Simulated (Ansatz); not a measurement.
Crystal: Ti, the input geometry of an electronic-structure calculation (not necessarily at equilibrium).

```cif
data_structure
_symmetry_space_group_name_H-M 'P6_3/mmc'
_symmetry_Int_Tables_number 194
_cell_length_a 2.9010
_cell_length_b 2.9010
_cell_length_c 4.5953
_cell_angle_alpha 90.000
_cell_angle_beta 90.000
_cell_angle_gamma 120.000
_cell_volume 33.49
loop_
_atom_site_label
_atom_site_type_symbol
_atom_site_symmetry_multiplicity
_atom_site_Wyckoff_symbol
_atom_site_fract_x
_atom_site_fract_y
_atom_site_fract_z
_atom_site_occupancy
Ti1 Ti 2 c 0.33333 0.66667 0.25000 1
```

What does its first Brillouin zone look like, and which path through it is standard?

Answer. It has a primitive hexagonal lattice (hP; extended symbol hP2). The zone is a hexagonal prism in its combinatorial type: 8 faces (6 with 4 edges, 2 with 6 edges), 18 edges, 12 vertices. Path: Γ–M–K–Γ–A–L–H–A | L–M | H–K.

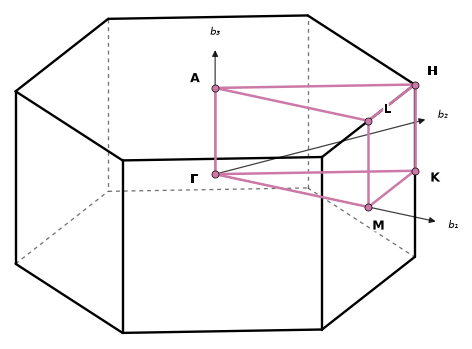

Labels and path follow the convention of Hinuma et al. (2017), as computed by seekpath; the arrows show the directions of the reciprocal primitive vectors b₁, b₂, b₃, in which coordinates are given; lengths include the factor 2π.

```csv
point,k₁,k₂,k₃,length of k (1/Å)
Γ,0,0,0,0.000
A,0,0,1/2,0.684
K,1/3,1/3,0,1.444
H,1/3,1/3,1/2,1.598
M,1/2,0,0,1.250
L,1/2,0,1/2,1.425
```
